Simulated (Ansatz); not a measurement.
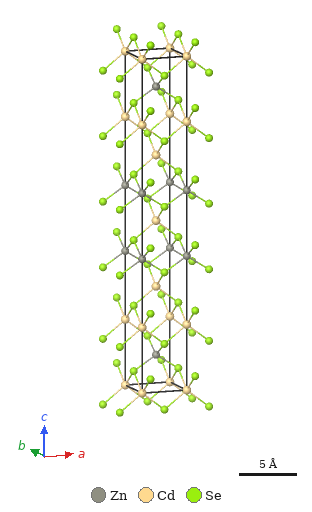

This is the input geometry for a relaxation of solid Zn2Cd3Se5 (a generated structure, set up in I-4m2). Style: ball-and-stick. Shown: the conventional cell (2 times the calculation's cell), slightly off an axis. Lengths and directions refer to the drawn axes.

Theory: DFT PBE, scalar-relativistic, plane waves, PAW in Ansatz 0.2.0.

Input
```yaml
crystal:
  lattice:
    - [-2.1205591281, 2.1205591281, 15.0845611498]
    - [2.1205591281, -2.1205591281, 15.0845611498]
    - [2.1205591281, 2.1205591281, -15.0845611498]
  atoms:
    - { symbol: Zn, position: [0.5983480325, 0.5983480325, 0.0] }
    - { symbol: Zn, position: [0.4016519675, 0.4016519675, 0.0] }
    - { symbol: Cd, position: [0.1965966218, 0.1965966218, 0.0] }
    - { symbol: Cd, position: [0.8034033782, 0.8034033782, 0.0] }
    - { symbol: Cd, position: [0.0, 0.0, 0.0] }
    - { symbol: Se, position: [0.1428544147, 0.6428544147, 0.5] }
    - { symbol: Se, position: [0.75, 0.25, 0.5] }
    - { symbol: Se, position: [0.3571455853, 0.8571455853, 0.5] }
    - { symbol: Se, position: [0.9461964603, 0.4461964603, 0.5] }
    - { symbol: Se, position: [0.5538035397, 0.0538035397, 0.5] }
basis:
  ecutwfc: 420
kpoints:
  mp_grid: { grid: [10, 10, 10] }
hamiltonian:
  xc: pbe
scf:
  occupations: { method: gaussian, width: 0.02 }
output:
  forces: true
  stress: true
  eigenvalues: true
relax:
  adjacent_minimum: "off"
  f_tol: 0.01
  max_steps: 80
  cell: { stress_tol: 0.05 }
```

Run as
```bash
ansatz run input.yaml --threads 4 --pin off --max-ram 8192MiB --backend cpu --events-out ev --progress --plain --runs-dir out
```

Predict the outcome.

No atom moves by more than 0.005 Å relative to the cell. The drawn cell changes at constant volume: a = b 4.241 → 4.230 Å (−0.3 %), c 30.169 → 30.315 Å (+0.5 %). The space group stays I-4m2 (No. 119). After 2 accepted moves (3 points after the start) the energy has fallen by 0.1 meV per atom. Largest force component: 0.02 eV/Å at the start, 0.0024 eV/Å at the end. Pressure: −0.01 GPa at the start and 0.00 GPa at the end. The SCF was repeated once at an unchanged geometry on a basis and grid sized afresh for the cell, which shifted the energy by less than 0.05 meV per atom at most. Cost: 11 min on 4 threads of AMD EPYC (Zen 3), on a shared host, peak memory 2.2 GiB.

The structure at the end:

```
CELL_PARAMETERS angstrom
-2.11525 2.11525 15.15741
2.11525 -2.11525 15.15741
2.11525 2.11525 -15.15741
ATOMIC_POSITIONS crystal
Zn 0.59828 0.59828 0.00000
Zn 0.40172 0.40172 0.00000
Cd 0.19657 0.19657 0.00000
Cd 0.80343 0.80343 0.00000
Cd 0.00000 0.00000 0.00000
Se 0.14289 0.64289 0.50000
Se 0.75000 0.25000 0.50000
Se 0.35711 0.85711 0.50000
Se 0.94633 0.44633 0.50000
Se 0.55367 0.05367 0.50000
```
